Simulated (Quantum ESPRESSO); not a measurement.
# Magnetic state of Mn3GaC from several starts

Does Mn3GaC prefer parallel or opposed moments, or none?

Main program and level: Quantum ESPRESSO 7.5; LDA; plane waves with GBRV 1.5 LDA potentials, no spin-orbit coupling.

## (1) The starting structure

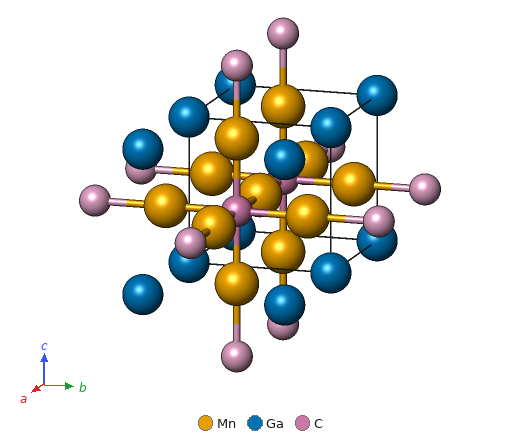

The starting structure, seen slightly off an axis (manganese orange, gallium blue, carbon pink). 2×1×1 cells are drawn. Some periodic images of atoms are drawn too.

The cell comes from the Crystallography Open Database.

## (2) Start 1: ferro +++

The signs are those of the starting moments on the seeded atoms, the atoms that are given a moment.

The input, pw.in:

```
&CONTROL
  calculation = 'scf'
  prefix = 'pwscf'
  outdir = './tmp'
  pseudo_dir = './pseudo'
  disk_io = 'nowf'
/
&SYSTEM
  ibrav = 0
  celldm(1) = 8
  nat = 5
  ntyp = 3
  ecutwfc = 40
  ecutrho = 280
  nbnd = 50
  occupations = 'smearing'
  smearing = 'fd'
  degauss = 0.00734986
  nspin = 2
  starting_magnetization(1) = 0.2333
  starting_magnetization(2) = 0
  starting_magnetization(3) = 0
/
&ELECTRONS
  conv_thr = 1d-08
  electron_maxstep = 150
  mixing_beta = 0.3
/
ATOMIC_SPECIES
Mn     54.9380 mn_lda_v1.5.uspp.F.UPF
Ga     69.7230 ga_lda_v1.4.uspp.F.UPF
C      12.0110 c_lda_v1.2.uspp.F.UPF
CELL_PARAMETERS alat
   0.9202966226928    0.0000000000000    0.0000000000000
   0.0000000000000    0.9202966226928    0.0000000000000
   0.0000000000000    0.0000000000000    0.9202966226928
ATOMIC_POSITIONS crystal
Mn      0.0000000000    0.5000000000    0.5000000000
Mn      0.5000000000    0.0000000000    0.5000000000
Mn      0.5000000000    0.5000000000    0.0000000000
Ga      0.0000000000    0.0000000000    0.0000000000
C       0.5000000000    0.5000000000    0.5000000000
K_POINTS automatic
6 6 6 0 0 0
```

The run is started by

```sh
$ OMP_NUM_THREADS=1 mpirun -n 4 pw.x -nk 4 -in pw.in > pw.out
```

Log:

```text
Program PWSCF v.7.5 starts

     Message from routine setup:
     using ibrav=0 with symmetry is DISCOURAGED, use correct ibrav instead

     K-points division:     npool     =       4
     Subspace diagonalization in iterative solution of the eigenvalue problem:

     G-vector sticks info
     --------------------
     sticks:   dense  smooth     PW     G-vecs:    dense   smooth      PW
     Sum        1201     681    221                31463    13613    2373

     Using Slab Decomposition

     bravais-lattice index     =            0
     lattice parameter (alat)  =       8.0000  a.u.
     unit-cell volume          =     399.0740 (a.u.)^3
     number of atoms/cell      =            5
     number of atomic types    =            3
     number of electrons       =        68.00
     number of Kohn-Sham states=           50
     kinetic-energy cutoff     =      40.0000  Ry
     charge density cutoff     =     280.0000  Ry
     scf convergence threshold =      1.0E-08
     mixing beta               =       0.3000
     number of iterations used =            8  plain     mixing
     Exchange-correlation= SLA  PZ   NOGX NOGC
                           (   1   1   0   0   0   0   0)

     celldm(1)=   8.000000  celldm(2)=   0.000000  celldm(3)=   0.000000
     celldm(4)=   0.000000  celldm(5)=   0.000000  celldm(6)=   0.000000

     crystal axes: (cart. coord. in units of alat)
               a(1) = (   0.920297   0.000000   0.000000 )
               a(2) = (   0.000000   0.920297   0.000000 )
               a(3) = (   0.000000   0.000000   0.920297 )

     reciprocal axes: (cart. coord. in units 2 pi/alat)
               b(1) = (  1.086606  0.000000  0.000000 )
               b(2) = (  0.000000  1.086606  0.000000 )
               b(3) = (  0.000000  0.000000  1.086606 )

     PseudoPot. # 1 for Mn read from file:
     mn_lda_v1.5.uspp.F.UPF
     Pseudo is Ultrasoft + core correction, Zval = 15.0
     Generated by new atomic code, or converted to UPF format
     Using radial grid of  859 points,  6 beta functions with:
                l(1) =   0
                l(2) =   0
                l(3) =   1
                l(4) =   1
                l(5) =   2
                l(6) =   2
     Q(r) pseudized with  8 coefficients,  rinner =    0.950   0.950   0.950
                                                       0.950   0.950

     PseudoPot. # 2 for Ga read from file:
     ga_lda_v1.4.uspp.F.UPF
     Pseudo is Ultrasoft + core correction, Zval = 19.0
     Generated by new atomic code, or converted to UPF format
     Using radial grid of  871 points,  6 beta functions with:
                l(1) =   0
                l(2) =   0
                l(3) =   1
                l(4) =   1
                l(5) =   2
                l(6) =   2
     Q(r) pseudized with  8 coefficients,  rinner =    1.250   1.250   1.250
                                                       1.250   1.250

     PseudoPot. # 3 for C  read from file:
     c_lda_v1.2.uspp.F.UPF
     Pseudo is Ultrasoft + core correction, Zval =  4.0
     Generated by new atomic code, or converted to UPF format
     Using radial grid of  721 points,  4 beta functions with:
                l(1) =   0
                l(2) =   0
                l(3) =   1
                l(4) =   1
     Q(r) pseudized with  8 coefficients,  rinner =    1.100   1.100   1.100

     atomic species   valence    mass     pseudopotential
     Mn               15.00    54.93800     Mn( 1.00)
     Ga               19.00    69.72300     Ga( 1.00)
     C                 4.00    12.01100     C ( 1.00)

     Starting magnetic structure
     atomic species   magnetization
     Mn              0.233
     Ga              0.000
     C               0.000

     48 Sym. Ops., with inversion, found

   Cartesian axes

     site n.     atom                  positions (alat units)
         1        Mn     tau(   1) = (   0.0000000   0.4601483   0.4601483  )
         2        Mn     tau(   2) = (   0.4601483   0.0000000   0.4601483  )
         3        Mn     tau(   3) = (   0.4601483   0.4601483   0.0000000  )
         4        Ga     tau(   4) = (   0.0000000   0.0000000   0.0000000  )
         5        C      tau(   5) = (   0.4601483   0.4601483   0.4601483  )

     number of k points=    20  Fermi-Dirac smearing, width (Ry)=  0.0073
                       cart. coord. in units 2pi/alat
        k(    1) = (   0.0000000   0.0000000   0.0000000), wk =   0.0046296
        k(    2) = (   0.0000000   0.0000000   0.1811010), wk =   0.0277778
        k(    3) = (   0.0000000   0.0000000   0.3622021), wk =   0.0277778
        k(    4) = (   0.0000000   0.0000000  -0.5433031), wk =   0.0138889
        k(    5) = (   0.0000000   0.1811010   0.1811010), wk =   0.0555556
        [... 15 further k-points ...]

     Dense  grid:    31463 G-vectors     FFT dimensions: (  40,  40,  40)

     Smooth grid:    13613 G-vectors     FFT dimensions: (  30,  30,  30)

     Check: negative core charge=   -0.000054
     Generating pointlists ...
     new r_m :   0.1898 (alat units)  1.5185 (a.u.) for type    1
     new r_m :   0.2684 (alat units)  2.1475 (a.u.) for type    2
     new r_m :   0.1898 (alat units)  1.5185 (a.u.) for type    3

     Initial potential from superposition of free atoms

     starting charge      65.4998, renormalised to      68.0000
     Starting wfcs are   55 randomized atomic wfcs

     Self-consistent Calculation

     iteration #  1     ecut=    40.00 Ry     beta= 0.30
     Davidson diagonalization with overlap
     ethr =  1.00E-02,  avg # of iterations =  3.1

     total energy              =   -1058.00918411 Ry
     estimated scf accuracy    <       9.70176033 Ry

     total magnetization       =     5.16 Bohr mag/cell
     absolute magnetization    =     5.51 Bohr mag/cell

     iteration #  2     ecut=    40.00 Ry     beta= 0.30
     Davidson diagonalization with overlap
     ethr =  1.00E-02,  avg # of iterations =  2.0

     total energy              =   -1059.96583552 Ry
     estimated scf accuracy    <       0.58134991 Ry

     total magnetization       =     6.94 Bohr mag/cell
     absolute magnetization    =     7.62 Bohr mag/cell

     iteration #  3     ecut=    40.00 Ry     beta= 0.30
     Davidson diagonalization with overlap
     ethr =  8.55E-04,  avg # of iterations =  2.3

     total energy              =   -1060.07568713 Ry
     estimated scf accuracy    <       0.08765098 Ry

     total magnetization       =     6.52 Bohr mag/cell
     absolute magnetization    =     7.18 Bohr mag/cell

     [... further iterations left out ...]

     iteration # 12     ecut=    40.00 Ry     beta= 0.30
     Davidson diagonalization with overlap
     ethr =  4.22E-09,  avg # of iterations =  2.8

     total energy              =   -1060.09955047 Ry
     estimated scf accuracy    <       0.00000327 Ry

     total magnetization       =     4.65 Bohr mag/cell
     absolute magnetization    =     5.15 Bohr mag/cell

     iteration # 13     ecut=    40.00 Ry     beta= 0.30
     Davidson diagonalization with overlap
     ethr =  4.22E-09,  avg # of iterations =  2.1

     total energy              =   -1060.09955177 Ry
     estimated scf accuracy    <       0.00000012 Ry

     total magnetization       =     4.66 Bohr mag/cell
     absolute magnetization    =     5.16 Bohr mag/cell

     iteration # 14     ecut=    40.00 Ry     beta= 0.30
     Davidson diagonalization with overlap
     ethr =  1.80E-10,  avg # of iterations =  2.6

     total energy              =   -1060.09955209 Ry
     estimated scf accuracy    <       0.00000004 Ry

     total magnetization       =     4.65 Bohr mag/cell
     absolute magnetization    =     5.15 Bohr mag/cell

     iteration # 15     ecut=    40.00 Ry     beta= 0.30
     Davidson diagonalization with overlap
     ethr =  5.53E-11,  avg # of iterations =  2.5

     Magnetic moment per site  (integrated on atomic sphere of radius R)
     atom   1 (R=0.190)  charge= 12.0092  magn=  1.4130
     atom   2 (R=0.190)  charge= 12.0092  magn=  1.4130
     atom   3 (R=0.190)  charge= 12.0092  magn=  1.4130
     atom   4 (R=0.268)  charge= 17.6330  magn= -0.0764
     atom   5 (R=0.190)  charge=  3.0552  magn= -0.1178

     End of self-consistent calculation

     [... lines left out ...]
     the Fermi energy is    15.3652 ev

!    total energy              =   -1060.09955219 Ry
     estimated scf accuracy    <          2.4E-09 Ry
     smearing contrib. (-TS)   =      -0.01288758 Ry
     internal energy E=F+TS    =   -1060.08666461 Ry

     The total energy is F=E-TS. E is the sum of the following terms:
     one-electron contribution =    -592.62842095 Ry
     hartree contribution      =     331.27953108 Ry
     xc contribution           =    -129.96117994 Ry
     ewald contribution        =    -668.77659479 Ry

     total magnetization       =     4.66 Bohr mag/cell
     absolute magnetization    =     5.16 Bohr mag/cell

     convergence has been achieved in  15 iterations

=------------------------------------------------------------------------------=
   JOB DONE.
=------------------------------------------------------------------------------=
```

Run time: 17 s. Hardware: 4 MPI ranks of Intel Xeon Platinum 8488C (Sapphire Rapids), shared host; peak memory 0.44 GiB.

Spin moment in the atom's sphere by atom:

```
atom  spin moment in the atom's sphere (μB)
 Mn1                                   1.41
 Mn2                                   1.41
 Mn3                                   1.41
 Ga4                                  -0.08
  C5                                  -0.12
```

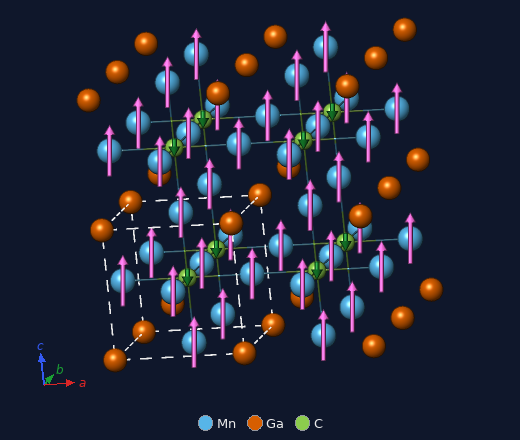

Spin moment in the atom's sphere as arrows, the longest 1.41 μB. Up and down stand for the sign. Arrows give size and sign along the axis of quantisation, drawn up and down the page. Each arrow also spans its atom, so small moments look longer than they are. The two directions have two colours. 2×2×2 cells are drawn. Some periodic images of atoms are drawn too.

This step gave:

```
smearing term TS       : 0.1753 eV
magnetization          : 4.656 μB
absolute magnetization : 5.156 μB
final state            : ferromagnetic
```

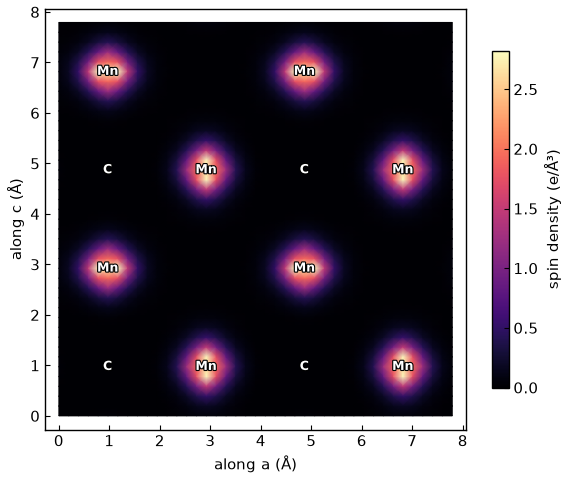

Spin density in the ac plane at fractional y = 0.500, with atoms of Mn and C within 0.2 Å of it. The map starts off the cell's origin, so that atoms lie inside it.

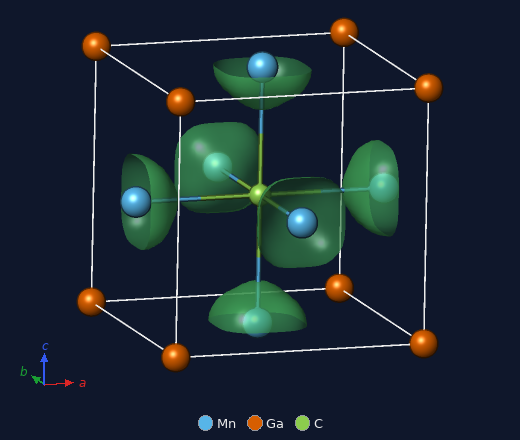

Surface of spin density = 0.3 e/Å³, which holds about 70 % of the integral of its size.

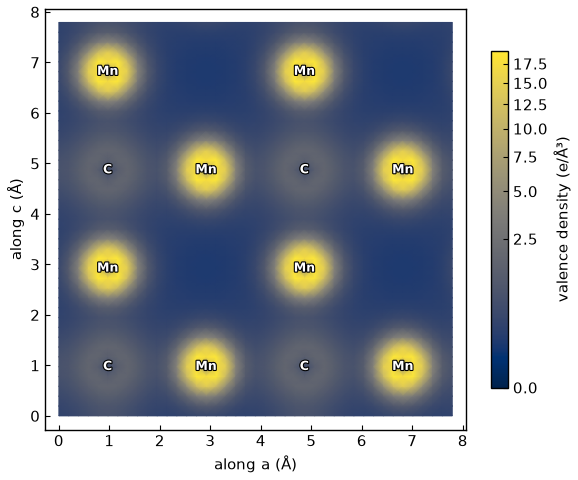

Valence density in the ac plane at fractional y = 0.500, with atoms of Mn and C within 0.2 Å of it. It is the smooth field of the valence electrons, not physical close to the nuclei. The map starts off the cell's origin, so that atoms lie inside it. The colour scale is stretched toward low values.

(Part 1 of 3 ends here.)

[Logs and program files are shortened in this print: banners, set-up blocks, solver, clock and traceback lines can be left out without a mark of their own.]

[Logs are printed without paths, hosts, clocks, repeated set-up lines and the standing remarks that a program may print on its own settings, such as how far it seeks lower states.]

[Hosts, paths, dates, database ids (printed as entryN), source tags and the programs' standing remarks are cut or masked in the printed files.]

[Where a cell is said to come from a database of computed structures, the database is the Materials Project.]
